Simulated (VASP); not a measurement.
Band structure of SnTe (rock salt). Computed with PBE GGA, VASP's PBE PAW potentials (set 64) (plane waves; VASP).

Unless said otherwise, spin-orbit coupling is left out, though it shifts the bands of the heavy elements here.

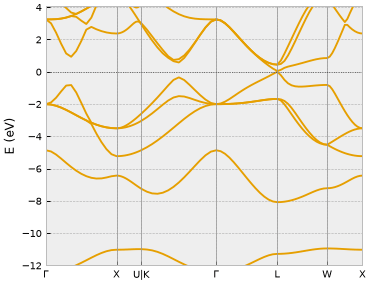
Figure. Bands along high-symmetry lines, zero at the valence-band maximum or, without a gap, the Fermi level

Question: Read the plot: is there a gap, and where are the band edges?

Answer: The gap is direct, 0.05 eV, from the valence maximum at L to the conduction minimum at L. (Edges off the drawn lines would not show.)

The compound is SnTe in the rock salt structure, which distorts at low temperature. It was relaxed first.
